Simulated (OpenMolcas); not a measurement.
**B2H4F2 (SMILES [BH2-]1[F+][BH2-][F+]1) at 6 levels**

We compute a comparison of 6 runs (HF/cc-pVDZ, B3LYP/6-31G*, B2PLYP/cc-pVDZ, PBE0/cc-pVDZ, SVWN5/cc-pVDZ) of B2H4F2. 

The results are computed with OpenMolcas 26.06.

1 further run of the same task is left out (set aside as unsound or not needed).

### Step 1. The structure to begin with

The species is B2H4F2 (8 atoms), meant as a singlet with charge 0. As SMILES, `[BH2-]1[F+][BH2-][F+]1`. Geometry: relaxed at PBE0-D4/def2-TZVP.

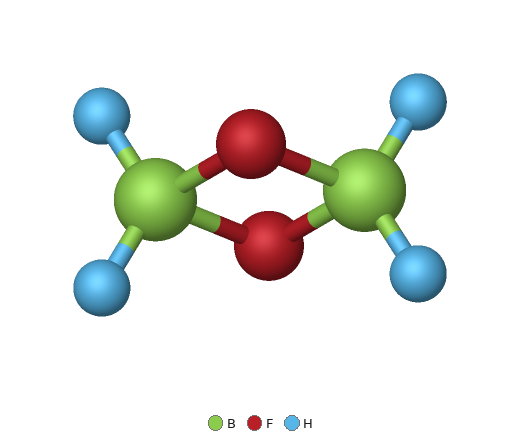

Viewed from a chosen angle; boron green, fluorine red, hydrogen blue.

### Step 2. Energy and forces at HF/cc-pVDZ (run 1)

run.input reads:

```
* B2F2H4 Hartree-Fock

&GATEWAY
  BasLib=$CurrDir
  Coord
  8
  angstrom
  B       -0.488000       0.947300      -0.293800
  F        0.637300       0.536000       0.670600
  B        0.488000      -0.947200       0.293900
  F       -0.636800      -0.535900      -0.671100
  H       -0.036000       1.557300      -1.210300
  H       -1.440200       1.308400       0.322000
  H        1.440200      -1.309100      -0.321600
  H        0.035400      -1.556800       1.210300
  Basis=cc-pVDZ
  Group=NoSym

&SEWARD

&SCF
  Thresholds=1e-10 1e-07 1e-07 1e-05
  PrOrbitals=1 2

&ALASKA
```

The basis set cc-pVDZ is read from a file made from the Basis Set Exchange's data (not shown).

On the command line:

```bash
$ export MOLCAS_MEM=1860
$ pymolcas run.input > run.log
```

What it wrote:

```text
--- Start Module: gateway ---
[...]
--- Stop Module: gateway /rc=_RC_ALL_IS_WELL_ ---
[...]
      Basis functions           76
[...]
--- Start Module: scf ---
[...]
       Convergence after  11 Iterations
[...]
::    Total SCF energy                               -250.6341832818
[...]
      Total spin, S                                     0.0000000000
[...]
      Total electronic charge=   32.000000
      Total            charge=   -0.000000
[...]
      Dipole Moment (debye):
      Origin of the operator (angstrom)=    0.0001    0.0000   -0.0001
                   X= -1.2971E-04               Y=  6.7510E-04               Z=  5.7713E-04           Total=  8.9759E-04
      Quadrupole Moment (debye*angstrom):
[...]
--- Stop Module: scf /rc=_RC_ALL_IS_WELL_ ---
[...]
--- Start Module: alaska ---
[...]
 *              Molecular gradients               *
 **************************************************
  Irreducible representation: a
 ------------------------------------------------------------------------------------------
                              X                       Y                       Z
 ------------------------------------------------------------------------------------------
  B1                9.65197790489603E-03   -1.87581433742929E-02    5.84560427909442E-03
  F2               -2.31103721975146E-03   -1.97673169131729E-03   -2.45160192418048E-03
  B3               -9.68771930894619E-03    1.88035714326400E-02   -5.75034751776782E-03
  F4                2.31738466146147E-03    1.95540664104232E-03    2.42911732850715E-03
  H5               -3.92720843945149E-04    2.87748788607267E-04    1.30101845118080E-04
  H6                5.81929287828409E-05    3.62888144926465E-04   -3.58133746577671E-04
  H7               -3.59467528077140E-05   -3.84557695749965E-04    3.22563126852859E-04
  H8                3.99868630387434E-04   -2.90182245907822E-04   -1.67303391137352E-04
[...]
--- Stop Module: alaska /rc=_RC_ALL_IS_WELL_ ---
[...]
```

Wall time 4.8 s (1 thread of Intel Xeon 6975P-C (Granite Rapids), shared host); peak memory 0.43 GiB.

### Step 3. Energy and gradient at B3LYP/6-31G(d) (spherical functions) (run 2)

test.inp reads:

```
&GATEWAY
 BasLib=$CurrDir
 BasisSet
 B.6-31Gs....
 B1 -0.488000 0.947300 -0.293800 angstrom
 B3 0.488000 -0.947200 0.293900 angstrom
 End of Basis
 BasisSet
 F.6-31Gs....
 F2 0.637300 0.536000 0.670600 angstrom
 F4 -0.636800 -0.535900 -0.671100 angstrom
 End of Basis
 BasisSet
 H.6-31Gs....
 H5 -0.036000 1.557300 -1.210300 angstrom
 H6 -1.440200 1.308400 0.322000 angstrom
 H7 1.440200 -1.309100 -0.321600 angstrom
 H8 0.035400 -1.556800 1.210300 angstrom
 End of Basis

&SEWARD
 GridInput
 Grid=UltraFine
 End of Grid

&SCF
 KSDFT=B3LYP
 Thresholds=1e-10 1e-07 1e-07 1e-05
 PrOrbitals=0

&ALASKA
```

The basis set 6-31G* is read from a file made from the Basis Set Exchange's data (not shown).

On the command line:

```bash
$ export MOLCAS_MEM=1860
$ pymolcas test.inp > test.log
```

What it wrote:

```text
--- Start Module: gateway ---
[...]
--- Stop Module: gateway /rc=_RC_ALL_IS_WELL_ ---
[...]
      Basis functions           64
[...]
--- Start Module: scf ---
[...]
       Convergence after  12 Iterations
[...]
::    Total KS-DFT energy                            -251.8523256287
[...]
      Total spin, S                                     0.0000000000
[...]
      Total electronic charge=   32.000000
      Total            charge=   -0.000000
[...]
      Dipole Moment (debye):
      Origin of the operator (angstrom)=    0.0001    0.0000   -0.0001
                   X=  5.6839E-05               Y=  6.3109E-04               Z=  3.4308E-04           Total=  7.2056E-04
      Quadrupole Moment (debye*angstrom):
[...]
--- Stop Module: scf /rc=_RC_ALL_IS_WELL_ ---
[...]
--- Start Module: alaska ---
[...]
 *              Molecular gradients               *
 **************************************************
  Irreducible representation: a
 ------------------------------------------------------------------------------------------
                              X                       Y                       Z
 ------------------------------------------------------------------------------------------
  B1                4.04777504926201E-03   -7.89398837399080E-03    2.46479519181220E-03
  B3               -4.07838685285977E-03    7.93902013808534E-03   -2.37585933401219E-03
  F2               -4.33814009545230E-03   -3.69439844558883E-03   -4.58594010256874E-03
  F4                4.34115607482610E-03    3.67184018834621E-03    4.56474379382499E-03
  H5                4.01292818856147E-04   -2.46506904031829E-04   -1.95736420923520E-04
  H6               -9.83889416552586E-05   -3.39933467931486E-04    3.53402665292046E-04
  H7                1.19701689015095E-04    3.18926832556743E-04   -3.86336156464884E-04
  H8               -3.95009741949170E-04    2.45040032608390E-04    1.60930363079625E-04
[...]
--- Stop Module: alaska /rc=_RC_ALL_IS_WELL_ ---
[...]
```

It took 14 s on 1 thread of Intel Xeon 6975P-C (Granite Rapids), shared host; peak memory 0.4 GiB.

Runs 3 to 5 aren't shown in full; the table further down has their settings and results.

### Step 4. Energy and forces at SVWN5/cc-pVDZ (run 6)

struct.xyz reads:

```xyz
8

B     -0.488000     0.947300    -0.293800
F      0.637300     0.536000     0.670600
B      0.488000    -0.947200     0.293900
F     -0.636800    -0.535900    -0.671100
H     -0.036000     1.557300    -1.210300
H     -1.440200     1.308400     0.322000
H      1.440200    -1.309100    -0.321600
H      0.035400    -1.556800     1.210300
```

test.input reads:

```
&GATEWAY
BasLib=$CurrDir
Coord=struct.xyz
Basis=cc-pVDZ
Group=NoSym
&SEWARD
GridInput
Grid=UltraFine
End of Grid
&SCF
KSDFT=SVWN5
Thresholds=1e-10 1e-07 1e-07 1e-05
PrOrbitals=1 1
&ALASKA
```

The basis set cc-pVDZ is read from a file made from the Basis Set Exchange's data (not shown).

On the command line:

```bash
$ export MOLCAS_MEM=1860
$ pymolcas test.input > test.log
```

What it wrote:

```text
--- Start Module: gateway ---
[...]
--- Stop Module: gateway /rc=_RC_ALL_IS_WELL_ ---
[...]
      Basis functions           76
[...]
--- Start Module: scf ---
[...]
       Convergence after  12 Iterations
[...]
::    Total KS-DFT energy                            -249.9726676462
[...]
      Total spin, S                                     0.0000000000
[...]
      Total electronic charge=   32.000000
      Total            charge=   -0.000000
[...]
      Dipole Moment (debye):
      Origin of the operator (angstrom)=    0.0001    0.0000   -0.0001
                   X=  2.5802E-05               Y=  5.4348E-04               Z=  2.5145E-04           Total=  5.9939E-04
      Quadrupole Moment (debye*angstrom):
[...]
--- Stop Module: scf /rc=_RC_ALL_IS_WELL_ ---
[...]
--- Start Module: alaska ---
[...]
 *              Molecular gradients               *
 **************************************************
  Irreducible representation: a
 ------------------------------------------------------------------------------------------
                              X                       Y                       Z
 ------------------------------------------------------------------------------------------
  B1               -2.03067464422357E-03    3.89316662108197E-03   -1.19347735833042E-03
  F2               -2.01012168191106E-03   -1.74601516737383E-03   -2.13354026583268E-03
  B3                1.99099687798743E-03   -3.85432242330364E-03    1.28139446772235E-03
  F4                2.01138202171869E-03    1.72301125333529E-03    2.11567753942710E-03
  H5               -4.70914032444458E-03   -5.25128278454412E-03    8.65519192526909E-03
  H6                8.88284457483524E-03   -2.84731955226913E-03   -6.17255312866893E-03
  H7               -8.85793053719564E-03    2.83492384141537E-03    6.13586926097742E-03
  H8                4.72264371338094E-03    5.24783821161856E-03   -8.68856244044425E-03
[...]
--- Stop Module: alaska /rc=_RC_ALL_IS_WELL_ ---
[...]
```

Run time: 12 s. Hardware: 1 thread of Intel Xeon 6975P-C (Granite Rapids), shared host; peak memory 0.43 GiB.

### Step 5. The series

| run | level | integration grid | Cartesian functions | energy (Eh) | dipole moment (D) | HOMO energy (eV) | LUMO energy (eV) | wall time |
| --- | --- | --- | --- | --- | --- | --- | --- | --- |
| 1 | HF/cc-pVDZ | – | no | -250.634183 | 0.00 | -13.08 | 4.19 | 4.8 s |
| 2 | B3LYP/6-31G* (spherical functions) | UltraFine | no | -251.852326 | 0.00 | -8.76 | 0.49 | 14 s |
| 3 | B3LYP/6-31G* (Cartesian functions) | UltraFine | yes | -251.854953 | 0.00 | -8.76 | 0.44 | 15 s |
| 4 | B2PLYP/cc-pVDZ | UltraFine | no | -251.637147 | 0.00 | -10.61 | 1.78 | 14 s |
| 5 | PBE0/cc-pVDZ | UltraFine | no | -251.580625 | 0.00 | -9.06 | 0.32 | 17 s |
| 6 | SVWN5/cc-pVDZ | UltraFine | no | -249.972668 | 0.00 | -7.45 | -1.04 | 12 s |

### Step 6. Summary of results

| quantity | value |
| --- | --- |
| run 6: total energy | -249.97267 Eh |
| run 6: dipole moment | 0.00 D |
| run 6: HOMO energy | -7.45 eV |
| run 6: LUMO energy | -1.04 eV |
| run 6: HOMO–LUMO gap | 6.41 eV |
| run 6: largest force on an atom | 0.576 eV/Å |

**Reading.** The HOMO–LUMO gap runs from 6.41 eV (SVWN5/cc-pVDZ) to 17.27 eV (HF/cc-pVDZ). Exact exchange widens orbital gaps. For B2PLYP the log adds the whole second-order term; the table takes 0.27 of it, as the functional is defined. Totals of different functionals can't be ranked against each other. All runs together took 78 s, the longest 17 s.
